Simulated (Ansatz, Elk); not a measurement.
# Bonding as seen by X-rays: YSc3

The structure of YSc3 used here is made up (a known structure type with other elements) and was relaxed beforehand with PBEsol. The aim is the Fourier transform of its all-electron density, F(hkl), set beside the sum over free spherical atoms that refinements use.

Main program and level: Elk 11.2.3 (patched build); DFT, PBE, all-electron APW+lo, Dirac cores, scalar-relativistic bands, static density, no spin.

The structure was built from a prototype and need not be the compound's stable phase.

**1. The starting structure**

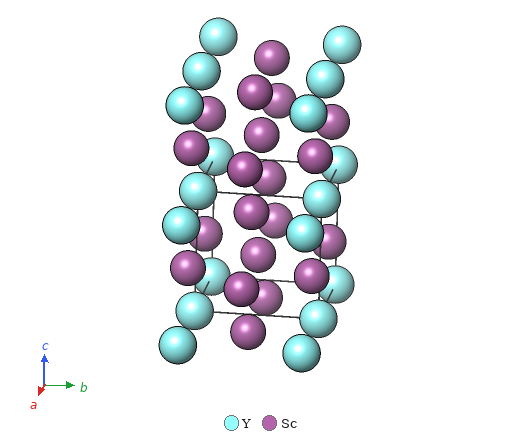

The cell as given, slightly off an axis (yttrium light teal, scandium purple). 2×1×2 cells are drawn. Some periodic images of atoms are drawn too.

**2. Ground state and structure factors**

An all-electron density is needed, since X-rays see the cores too. Task 0 finds the density and task 195 Fourier-transforms it; tshift is off so that phases refer to the origin typed.

The input, elk.in:

```
tasks
  0
  195

xctype
  20

spinpol
  .false.

rgkmax
  7.0

gmaxvr
  14.0

lmaxo
  7

lmaxapw
  8

swidth
  0.002

tshift
  .false.

ramdisk
  .false.

hmaxvr
  5.5

maxscl
  120

epspot
  1e-06

sppath
  './'

avec
  8.81121603228 -0.00000000000 0.00000000000
  -0.00000000000 8.81121603228 0.00000000000
  -0.00000000000 0.00000000000 8.81121603228

atoms
  2
  'Y.in'
  1
  0.0000000000 -0.0000000000 -0.0000000000   0.000000 0.000000 0.000000
  'Sc.in'
  3
  0.5000000000 0.0000000000 0.5000000000   0.000000 0.000000 0.000000
  0.5000000000 0.5000000000 0.0000000000   0.000000 0.000000 0.000000
  -0.0000000000 0.5000000000 0.5000000000   0.000000 0.000000 0.000000

ngridk
  5 5 5
```

Launch:

```bash
$ OMP_NUM_THREADS=4 elk
```

Numbers of over 12 decimals in the logs are rounded to 6 here.

Log:

```text
┌─────────────────────────┐
│ Elk code version 11.2.3 │
└─────────────────────────┘

All units are atomic (Hartree, Bohr, etc.)

┌─────────────────────────────────────────────────┐
│ Ground-state run starting from atomic densities │
└─────────────────────────────────────────────────┘

Lattice vectors :
   8.811216032      -0.000000000       0.000000000
  -0.000000000       8.811216032       0.000000000
  -0.000000000       0.000000000       8.811216032

Reciprocal lattice vectors :
  0.7130894628       0.000000000       0.000000000
   0.000000000      0.7130894628       0.000000000
  -0.000000000      -0.000000000      0.7130894628

Unit cell volume      :    684.0810311
Brillouin zone volume :   0.3626035545

Muffin-tin inner radius fraction :   0.1000000000E-01

Nuclei treated as point charges

Species : 1 (Y)
 parameters loaded from : Y.in
 name : yttrium
 nuclear charge    :   -39.00000000
 electronic charge :    39.00000000
 atomic mass :    162065.4503
 muffin-tin radius :    2.600000000
 number of radial points in muffin-tin :   1193
 inner part over the whole radius :   0.9871815862E-02
 number on inner part of muffin-tin    :    847
 approximate nuclear radius :   0.8135895711E-04
 number of mesh points to nuclear radius :    416
 atomic positions (lattice), magnetic fields (Cartesian) :
  1 :   0.00000000  0.00000000  0.00000000    0.00000000  0.00000000  0.00000000

Species : 2 (Sc)
 parameters loaded from : Sc.in
 name : scandium
 nuclear charge    :   -21.00000000
 electronic charge :    21.00000000
 atomic mass :    81949.61073
 muffin-tin radius :    2.400000000
 number of radial points in muffin-tin :    993
 inner part over the whole radius :   0.9898716403E-02
 number on inner part of muffin-tin    :    698
 approximate nuclear radius :   0.6711386133E-04
 number of mesh points to nuclear radius :    323
 atomic positions (lattice), magnetic fields (Cartesian) :
  1 :   0.50000000  0.00000000  0.50000000    0.00000000  0.00000000  0.00000000
  2 :   0.50000000  0.50000000  0.00000000    0.00000000  0.00000000  0.00000000
  3 :   0.00000000  0.50000000  0.50000000    0.00000000  0.00000000  0.00000000

Total number of atoms per unit cell :    4
Total muffin-tin volume :    247.3396840
 ratio of muffin-tin to unit cell volume :   0.3615648918

Spin treatment :
 spin-unpolarised

Number of Bravais lattice symmetries :   48
Number of crystal symmetries         :   48
Crystal has inversion symmetry
Real symmetric eigensolver will be used

k-point grid :      5     5     5
k-point offset :    0.000000000       0.000000000       0.000000000
k-point set is reduced with full crystal symmetry group
Total number of k-points :       10

Muffin-tin radius times maximum |G+k| :    7.000000000
 using average radius
Maximum |G+k| for APW functions       :    2.857142857
Maximum (1/2)|G+k|²                   :    4.081632653
Maximum |G| for potential and density :    14.00000000
Constant for pseudocharge density :    9
 order of it for each species :   16  16
 order of it for pair densities of each species (exact exchange by exxq0 0: 17) :   11   9
Radial integration step length :    1

G-vector grid sizes :     40    40    40
Number of G-vectors :    31559

Maximum angular momentum used for
 APW functions            :    8
 outer part of muffin-tin :    7
 inner part of muffin-tin :    2

Total nuclear charge    :   -102.0000000
Total core charge       :    58.00000000
Total valence charge    :    44.00000000
Total excess charge     :    0.000000000
Total electronic charge :    102.0000000

Effective Wigner radius, rₛ :    1.169875347

Number of empty states         :     16
Total number of valence states :     39
Total number of core states    :     58

Third-order local-orbitals added for an l without core states : T
Total number of local-orbitals :     67

Exchange-correlation functional :     20     0     0
 Perdew-Burke-Ernzerhof, Phys. Rev. Lett. 77, 3865 (1996)
 gradient requirement :    1
[...]
Madelung                    :     -6828.5937118025
 xc potential                :     -295.85123323460
 exchange                    :     -222.14241612941
 correlation                 :     -4.640546
 electron entropic           :    -0.31546483632875E-02
 total energy                :     -5679.1229526828

Density of states at Fermi energy :    250.8206378
 (states/Hartree/unit cell)

Estimated indirect band gap :   0.1686488952E-02
 from k-point 9 to k-point 6
Estimated direct band gap   :   0.2287929550E-02
 at k-point 9

Charges :
 core                        :    58.00000000
 valence                     :    44.00000000
 interstitial                :    8.083634559
 muffin-tins (core leakage)
  species : 1 (Y)
   atom 1                    :    36.94637049     (  0.8975191218E-05)
  species : 2 (Sc)
   atom 1                    :    18.98999832     ( -0.2162881696E-06)
[...]
total in muffin-tins        :    93.91636544
 total calculated charge     :    102.0001241
 total charge                :    102.0000000
 error                       :   0.1240811026E-03

RMS change in Kohn-Sham potential (target) :   0.2468138525     (  0.1000000000E-05)
Absolute change in total energy (target)   :   0.1277311386     (  0.1000000000E-03)

[... loops 3 to 14 left out ...]

┌──────────────────┐
│ Loop number : 15 │
└──────────────────┘

Energies :
 Fermi                       :     0.227080
 sum of occupied eigenvalues :     -3341.7244131750
 electron kinetic            :      5805.3058105293
 core electron kinetic       :      5580.5472252623
 Coulomb                     :     -11256.688136820
 Coulomb potential           :     -8852.2162609290
 nuclear-nuclear             :     -707.79883074025
 electron-nuclear            :     -12262.192552654
 Hartree                     :      1713.3032465742
 Madelung                    :     -6830.5800063556
 xc potential                :     -294.81396277537
 exchange                    :     -222.35576011133
 correlation                 :     -4.639497
 electron entropic           :    -0.33858081638993E-02
 total energy                :     -5678.3809690521

Density of states at Fermi energy :    275.5155060
 (states/Hartree/unit cell)

Estimated indirect band gap :   0.3595324964E-02
 from k-point 5 to k-point 5
Estimated direct band gap   :   0.3595324964E-02
 at k-point 5

Charges :
 core                        :    58.00000000
 valence                     :    44.00000000
 interstitial                :    7.779814088
 muffin-tins (core leakage)
  species : 1 (Y)
[...]
species : 2 (Sc)
[...]
total in muffin-tins        :    94.22018591
 total calculated charge     :    102.0001254
 total charge                :    102.0000000
 error                       :   0.1254244345E-03

RMS change in Kohn-Sham potential (target) :   0.1927473214E-06 (  0.1000000000E-05)
Absolute change in total energy (target)   :   0.9158865396E-05 (  0.1000000000E-03)

Convergence targets achieved

┌──────────────────┐
│ Loop number : 16 │
└──────────────────┘

Energies :
 Fermi                       :     0.227080
 sum of occupied eigenvalues :     -3341.7244173606
 electron kinetic            :      5805.3058040110
 core electron kinetic       :      5580.5472208285
 Coulomb                     :     -11256.688134288
 Coulomb potential           :     -8852.2162565477
 nuclear-nuclear             :     -707.79883074025
 electron-nuclear            :     -12262.192552451
 Hartree                     :      1713.3032489027
 Madelung                    :     -6830.5800060146
 xc potential                :     -294.81396482386
 exchange                    :     -222.35575995991
 correlation                 :     -4.639497
 electron entropic           :    -0.33858076444683E-02
 total energy                :     -5678.3809728810

Density of states at Fermi energy :    275.5154440
 (states/Hartree/unit cell)

Estimated indirect band gap :   0.3595329064E-02
 from k-point 5 to k-point 5
Estimated direct band gap   :   0.3595329064E-02
 at k-point 5

Charges :
 core                        :    58.00000000
 valence                     :    44.00000000
 interstitial                :    7.779813947
 muffin-tins (core leakage)
  species : 1 (Y)
[...]
species : 2 (Sc)
   atom 1                    :    19.10338080     ( -0.2163305659E-06)
   atom 2                    :    19.10338080     ( -0.2163305659E-06)
   atom 3                    :    19.10338080     ( -0.2163305659E-06)
 total in muffin-tins        :    94.22018605
 total calculated charge     :    102.0001254
 total charge                :    102.0000000
 error                       :   0.1254244367E-03

┌──────────────────────────────┐
│ Self-consistent loop stopped │
└──────────────────────────────┘

Wrote STATE.OUT
```

Run time: 15 s. Hardware: 4 threads of Arm Neoverse V2, shared host; peak memory 0.16 GiB; 29 s of CPU time.

SFACRHO.OUT:

```text

h k l indices transformed by vhmat matrix:
   1.000000000       0.000000000       0.000000000    
   0.000000000       1.000000000       0.000000000    
   0.000000000       0.000000000       1.000000000    

      h      k      l  multipl.   |H|            Re(F)            Im(F)           |F|

      0      0      0      1   0.0000000       102.00000     -0.21536951E-16   102.00000    
      0     -1      0      6  0.71308946       16.927353      0.11021760E-13   16.927353    
     -1      0      1     12   1.0084608       16.257016     -0.35350996E-14   16.257016    
      1      1      1      8   1.2351072       77.503869      0.29352642E-13   77.503869    
      0      0     -2      6   1.4261789       73.903706     -0.18647331E-13   73.903706    
     -1      0     -2     24   1.5945165       14.969264      0.15065220E-13   14.969264    
     -1      1     -2     24   1.7467053       14.613351      0.19992416E-13   14.613351    
      2      2      0     12   2.0169216       63.511289      0.31973901E-13   63.511289    
      2     -2      1     24   2.1392684       13.771440     -0.18095442E-13   13.771440    
      0      0      3      6   2.1392684       13.755746      0.83645351E-14   13.755746    
     -3      1      0     24   2.2549869       13.552943     -0.50608811E-14   13.552943    
     -1     -1     -3     24   2.3650502       57.913634     -0.35945929E-13   57.913634    
      2     -2     -2      8   2.4702144       56.409331     -0.13843953E-13   56.409331    
     -2     -3      0     24   2.5710806       12.982714     -0.17083915E-13   12.982714    
     -2      1      3     48   2.6681365       12.819053      0.13216891E-13   12.819053    
      4      0      0      6   2.8523579       51.393883      0.25008374E-13   51.393883    
      3      2     -2     24   2.9401432       12.345214     -0.15330103E-14   12.345214    
     -4      0     -1     24   2.9401432       12.353526      0.17787647E-14   12.353526
```

Elk indexes on the primitive cell of elk.in and gives |H| = 4π sin θ/λ in inverse bohr. Below, one row stands for each form hkl of the conventional cell (m members, Friedel mates merged), F is for one primitive cell and the density is static (no thermal factor). Free-atom factors are Waasmaier and Kirfel's, and R is Σm||F|−|F'||/Σm|F|.

| hkl | m | sin θ/λ (Å⁻¹) | abs F, DFT | neutral atoms | diff. |
| --- | --- | --- | --- | --- | --- |
| 100 | 6 | 0.107 | 16.927 | 16.896 | +0.032 |
| 110 | 12 | 0.152 | 16.257 | 16.214 | +0.043 |
| 111 | 8 | 0.186 | 77.504 | 77.926 | -0.422 |
| 200 | 6 | 0.214 | 73.904 | 74.173 | -0.269 |
| 210 | 24 | 0.240 | 14.969 | 14.926 | +0.044 |
| 211 | 24 | 0.263 | 14.613 | 14.591 | +0.023 |
| 220 | 12 | 0.303 | 63.511 | 63.388 | +0.124 |
| 221 | 24 | 0.322 | 13.771 | 13.771 | -0.000 |
| 300 | 6 | 0.322 | 13.756 | 13.771 | -0.016 |
| 310 | 24 | 0.339 | 13.553 | 13.549 | +0.004 |
| 311 | 24 | 0.356 | 57.914 | 57.836 | +0.078 |
| 222 | 8 | 0.371 | 56.409 | 56.307 | +0.102 |
| 320 | 24 | 0.387 | 12.983 | 12.981 | +0.002 |
| 321 | 48 | 0.401 | 12.819 | 12.816 | +0.003 |
| 400 | 6 | 0.429 | 51.394 | 51.356 | +0.038 |
| 322 | 24 | 0.442 | 12.345 | 12.366 | -0.021 |
| 410 | 24 | 0.442 | 12.354 | 12.366 | -0.012 |
| 411 | 24 | 0.455 | 12.186 | 12.226 | -0.040 |
| 330 | 12 | 0.455 | 12.187 | 12.226 | -0.038 |
| 331 | 24 | 0.467 | 48.632 | 48.551 | +0.080 |
| 420 | 24 | 0.480 | 47.790 | 47.744 | +0.046 |
| 421 | 48 | 0.491 | 11.784 | 11.824 | -0.040 |

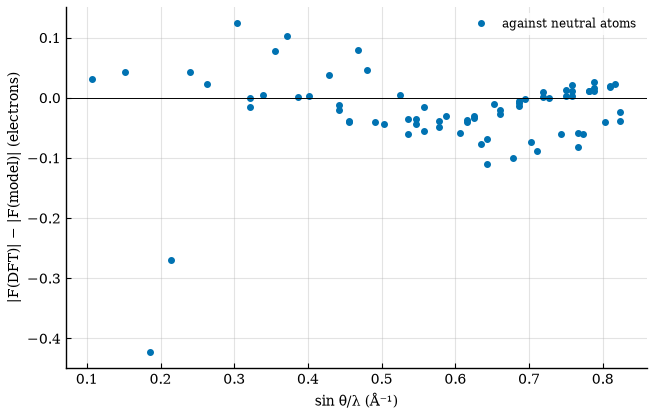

Difference between the calculated structure factors and the independent-atom ones.

**3. The highest occupied states alone**

An energy window below the Fermi level keeps the highest occupied states, to see at which angles they scatter; shallow core shells can lie inside it and anion s states outside. No new self-consistency is needed.

Changes to elk.in since step 2:

```diff
@@ -1,3 +1,2 @@
 tasks
-  0
   195
@@ -40,2 +39,5 @@
 
+wsfac
+  -0.213910 0.527080
+
 sppath
```

Launch:

```bash
$ OMP_NUM_THREADS=4 elk
```

Log:

```text
┌─────────────────────────────────┐
│ Elk code version 11.2.3 started │
└─────────────────────────────────┘

Info(readinput): the functional depends on the density's gradient
 muffin-tin radial points multiplied by    2.00000
 (not where nrmtscf is given)

┌────────────────────┐
│ Current task : 195 │
└────────────────────┘

Info(sfacrho): density structure factors written to SFACRHO.OUT

 Energy window :  -0.2139100000      0.5270800000

┌──────────────────┐
│ Elk code stopped │
└──────────────────┘
```

The job ended after 7.9 s (4 threads; peak memory 0.16 GiB; 9.1 s of CPU time).

States within 12 eV below the Fermi level hold 12.00 electrons; any levels below the window count with the cores. Their amplitudes can exceed the total, where window and core parts have opposite phase:

| hkl | sin θ/λ (Å⁻¹) | abs F, window | abs F, all |
| --- | --- | --- | --- |
| 100 | 0.107 | 0.267 | 16.927 |
| 110 | 0.152 | 0.270 | 16.257 |
| 111 | 0.186 | 0.932 | 77.504 |
| 200 | 0.214 | 0.769 | 73.904 |
| 210 | 0.240 | 0.125 | 14.969 |
| 211 | 0.263 | 0.131 | 14.613 |
| 220 | 0.303 | 0.728 | 63.511 |
| 221 | 0.322 | 0.130 | 13.771 |
| 300 | 0.322 | 0.147 | 13.756 |
| 310 | 0.339 | 0.116 | 13.553 |

[end of part 1 of 2]

[Logs are printed without paths, hosts, clocks, repeated set-up lines and the standing remarks that a program may print on its own settings, such as how far it seeks lower states.]

[Hosts, paths, dates, database ids (printed as entryN), source tags and the programs' standing remarks are cut or masked in the printed files.]
